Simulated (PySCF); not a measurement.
**Run report: GeHBr, single-point calculation**

- system: GeHBr
- method: QCISD(T)/STO-6G, RHF (PySCF 2.14.0)

A bond length was changed on purpose from its optimised value.

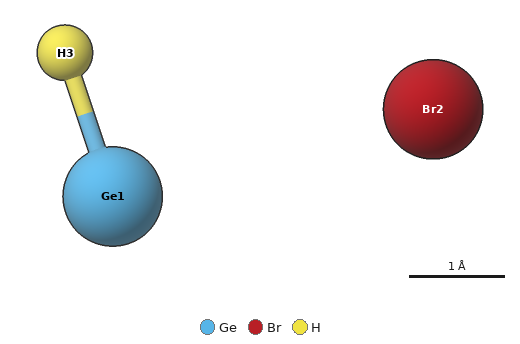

Fig. 1: The structure as given in the input (ball-and-stick view, seen on its broad side; atoms are numbered from 1 in the order of the input). Sticks mark near contacts. Bond lengths as drawn: Ge–H 1.60 Å.

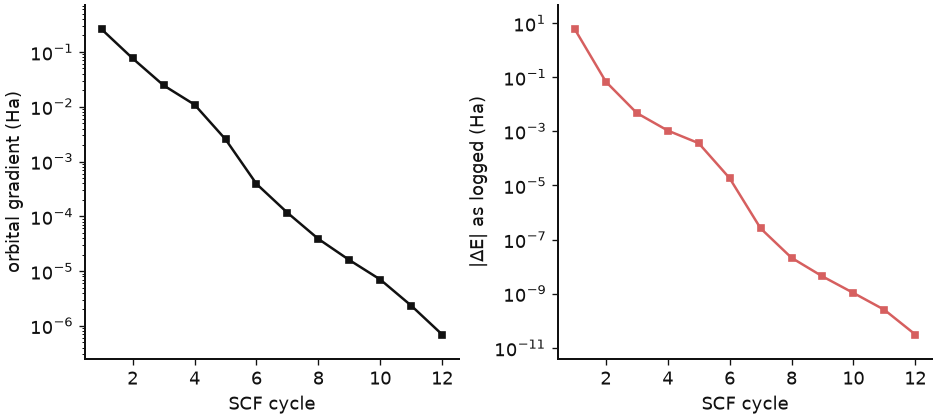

Fig. 2: Convergence of the self-consistent field: orbital gradient and size of the energy change against the SCF cycle. The residual falls at every step.

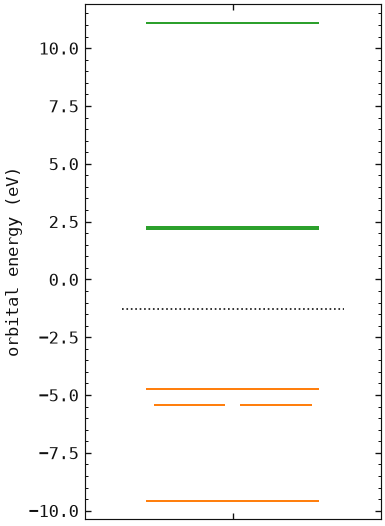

Fig. 3: Orbital energies near the frontier (SCF reference); the dotted line parts filled from empty levels, and levels within 0.02 eV of each other stand side by side. Highest filled −4.74 eV, lowest empty 2.19 eV, 6.93 eV apart.

These pictures come from the run below.

Input (run.py):
```python
from pyscf import gto, scf, cc

system = gto.M(
    atom='''
Ge   0.202306  -1.998404  -0.121941
Br   0.673600   1.417200   0.525900
H   -1.201094  -1.760704  -0.849141
''',
    max_memory=1860,
    verbose=4,
    basis='sto-6g',
    spin=0,
)

hf = scf.RHF(system)
hf.conv_tol = 1e-10
hf.kernel()
if not hf.converged:
    hf = hf.newton().run(hf.mo_coeff, hf.mo_occ)

mycc = cc.QCISD(hf, frozen=18)
mycc.kernel()
e_t = mycc.qcisd_t()
energy = mycc.e_tot + e_t
print('E(%s) = %.9f' % ('QCISD(T)', energy))
```

Command:
```bash
OMP_NUM_THREADS=1 python run.py
```

Log:
```
PySCF version 2.14.0

[INPUT] num. atoms = 3
[INPUT] num. electrons = 68
[INPUT] charge = 0
[INPUT] spin (= nelec alpha-beta = 2S) = 0
[INPUT] symmetry False subgroup None
[INPUT] Mole.unit = angstrom
[INPUT] Symbol           X                Y                Z      unit          X                Y                Z       unit  Magmom
[INPUT]  1 Ge     0.202306000000  -1.998404000000  -0.121941000000 AA    0.382302933356  -3.776436246235  -0.230435093356 Bohr   0.0
[INPUT]  2 Br     0.673600000000   1.417200000000   0.525900000000 AA    1.272919517507   2.678119863734   0.993806968909 Bohr   0.0
[INPUT]  3 H     -1.201094000000  -1.760704000000  -0.849141000000 AA   -2.269738709858  -3.327248346426  -1.604643931139 Bohr   0.0

nuclear repulsion = 184.234042421936
number of shells = 17
number of NR pGTOs = 222
number of NR cGTOs = 37
basis = sto-6g
ecp = {}

******** <class 'pyscf.scf.hf.RHF'> ********
method = RHF
initial guess = minao
damping factor = 0
level_shift factor = 0
DIIS = <class 'pyscf.scf.diis.CDIIS'>
diis_start_cycle = 1
diis_space = 8
diis_damp = 0
SCF conv_tol = 1e-10
SCF conv_tol_grad = None
SCF max_cycles = 50
direct_scf = True
direct_scf_tol = 1e-13
Set gradient conv threshold to 1e-05
Initial guess from minao.
init E= -4618.44412609918
  HOMO = -0.530713013208299  LUMO = -0.325568001633351  gap/eV = 5.58228
cycle= 1 E= -4624.23875199768  delta_E= -5.79  |g|= 0.258  |ddm|= 1.77
  HOMO = -0.05768980553901  LUMO = -0.000852618263199545  gap/eV = 1.54662
cycle= 2 E= -4624.30648465858  delta_E= -0.0677  |g|= 0.0761  |ddm|= 1.36
  HOMO = -0.178453814710627  LUMO = 0.0903351766079774  gap/eV = 7.31412
cycle= 3 E= -4624.3111901114  delta_E= -0.00471  |g|= 0.0245  |ddm|= 0.278
  HOMO = -0.171348747654264  LUMO = 0.0754118141439669  gap/eV = 6.71470
cycle= 4 E= -4624.31224944033  delta_E= -0.00106  |g|= 0.0109  |ddm|= 0.121
  HOMO = -0.173604394826808  LUMO = 0.079824732410161  gap/eV = 6.89616
cycle= 5 E= -4624.31261153778  delta_E= -0.000362  |g|= 0.00254  |ddm|= 0.0953
  HOMO = -0.17410416227311  LUMO = 0.0804635883574249  gap/eV = 6.92714
cycle= 6 E= -4624.31262989425  delta_E= -1.84e-05  |g|= 0.00039  |ddm|= 0.0235
  HOMO = -0.174005322345674  LUMO = 0.080383384198325  gap/eV = 6.92227
cycle= 7 E= -4624.31263015374  delta_E= -2.59e-07  |g|= 0.000116  |ddm|= 0.00297
  HOMO = -0.174019084708438  LUMO = 0.0803750421597454  gap/eV = 6.92242
cycle= 8 E= -4624.31263017486  delta_E= -2.11e-08  |g|= 3.86e-05  |ddm|= 0.000683
  HOMO = -0.174026776409324  LUMO = 0.0803852564491423  gap/eV = 6.92290
cycle= 9 E= -4624.31263017919  delta_E= -4.34e-09  |g|= 1.59e-05  |ddm|= 0.000351
  HOMO = -0.174022371956591  LUMO = 0.0803819263647548  gap/eV = 6.92269
cycle= 10 E= -4624.31263018026  delta_E= -1.06e-09  |g|= 7e-06  |ddm|= 0.000182
  HOMO = -0.174022436826455  LUMO = 0.0803816911533169  gap/eV = 6.92269
cycle= 11 E= -4624.31263018051  delta_E= -2.53e-10  |g|= 2.34e-06  |ddm|= 0.000104
  HOMO = -0.174022378049298  LUMO = 0.0803818536777771  gap/eV = 6.92269
cycle= 12 E= -4624.31263018054  delta_E= -3.09e-11  |g|= 6.94e-07  |ddm|= 3.63e-05
  HOMO = -0.174022191214446  LUMO = 0.080381765509091  gap/eV = 6.92268
Extra cycle  E= -4624.31263018055  delta_E= -7.28e-12  |g|= 3.45e-07  |ddm|= 3.51e-06
converged SCF energy = -4624.31263018055

******** <class 'pyscf.cc.qcisd.QCISD'> ********
QCISD nocc = 16, nmo = 19
frozen orbitals 18
max_cycle = 50
direct = 0
conv_tol = 1e-07
conv_tol_normt = 1e-05
diis_space = 6
diis_start_cycle = 0
diis_start_energy_diff = 1e+09
Init t2, MP2 energy = -4624.36488511814  E_corr(MP2) -0.0522549375899117
Init E_corr(QCISD) = -0.052254937590038
cycle = 1  E_corr(QCISD) = -0.066016574459542  dE = -0.0137616369  norm(t1,t2) = 0.138568
cycle = 2  E_corr(QCISD) = -0.0785323863107914  dE = -0.0125158119  norm(t1,t2) = 0.0883414
cycle = 3  E_corr(QCISD) = -0.0824057820921298  dE = -0.00387339578  norm(t1,t2) = 0.056575
cycle = 4  E_corr(QCISD) = -0.0913350326938496  dE = -0.0089292506  norm(t1,t2) = 0.0369463
cycle = 5  E_corr(QCISD) = -0.0912671106433771  dE = 6.79220505e-05  norm(t1,t2) = 0.0107222
cycle = 6  E_corr(QCISD) = -0.0906056215664894  dE = 0.000661489077  norm(t1,t2) = 0.00551159
cycle = 7  E_corr(QCISD) = -0.0911343521769045  dE = -0.00052873061  norm(t1,t2) = 0.00549908
cycle = 8  E_corr(QCISD) = -0.0908174266524376  dE = 0.000316925524  norm(t1,t2) = 0.00634546
cycle = 9  E_corr(QCISD) = -0.0907125735872193  dE = 0.000104853065  norm(t1,t2) = 0.00588173
cycle = 10  E_corr(QCISD) = -0.0906751587152828  dE = 3.74148719e-05  norm(t1,t2) = 0.00588288
cycle = 11  E_corr(QCISD) = -0.0905421001627146  dE = 0.000133058553  norm(t1,t2) = 0.00539935
cycle = 12  E_corr(QCISD) = -0.0904084551956486  dE = 0.000133644967  norm(t1,t2) = 0.00398896
cycle = 13  E_corr(QCISD) = -0.0900320830569109  dE = 0.000376372139  norm(t1,t2) = 0.00379168
cycle = 14  E_corr(QCISD) = -0.0898878848681198  dE = 0.000144198189  norm(t1,t2) = 0.00161158
cycle = 15  E_corr(QCISD) = -0.0899513754356094  dE = -6.34905675e-05  norm(t1,t2) = 0.00115204
cycle = 16  E_corr(QCISD) = -0.0899252572617267  dE = 2.61181739e-05  norm(t1,t2) = 0.00109494
cycle = 17  E_corr(QCISD) = -0.0899756015598763  dE = -5.03442981e-05  norm(t1,t2) = 0.000703678
cycle = 18  E_corr(QCISD) = -0.089965049965446  dE = 1.05515944e-05  norm(t1,t2) = 0.000535599
cycle = 19  E_corr(QCISD) = -0.0899486344154004  dE = 1.641555e-05  norm(t1,t2) = 0.000352731
cycle = 20  E_corr(QCISD) = -0.0899203211885262  dE = 2.83132269e-05  norm(t1,t2) = 0.000147577
cycle = 21  E_corr(QCISD) = -0.0899168684312729  dE = 3.45275725e-06  norm(t1,t2) = 5.51751e-05
cycle = 22  E_corr(QCISD) = -0.0899141701069784  dE = 2.69832429e-06  norm(t1,t2) = 2.6206e-05
cycle = 23  E_corr(QCISD) = -0.0899147670773865  dE = -5.96970408e-07  norm(t1,t2) = 1.4842e-05
cycle = 24  E_corr(QCISD) = -0.0899143101036151  dE = 4.56973771e-07  norm(t1,t2) = 9.1291e-06
cycle = 25  E_corr(QCISD) = -0.0899146817956007  dE = -3.71691986e-07  norm(t1,t2) = 7.26636e-06
cycle = 26  E_corr(QCISD) = -0.0899146410417001  dE = 4.07539006e-08  norm(t1,t2) = 6.43844e-06
QCISD converged
E(QCISD) = -4624.40254482159  E_corr = -0.08991464104170013
QCISD(T) correction = -5.97581699814178e-05
E(QCISD(T)) = -4624.402604580
```

Key numbers:

- outcome: converged
- total energy: −4624.402605 hartree
- SCF energy: −4624.312630 hartree
- correlation energy: −0.089974 hartree
- (T) correction: −0.000060 hartree
- basis functions: 37
- T1 diagnostic: 0.048
- HOMO of the SCF reference: −4.74 eV
- LUMO of the SCF reference: 2.19 eV
- hardware: 1 thread of Intel Xeon (Sapphire Rapids), 16 GiB of memory available, shared host
- wall time: 1.8 s
- peak memory: 0.1 GiB

Remarks:

The record of the run, not the program, notes: large T1 diagnostic.
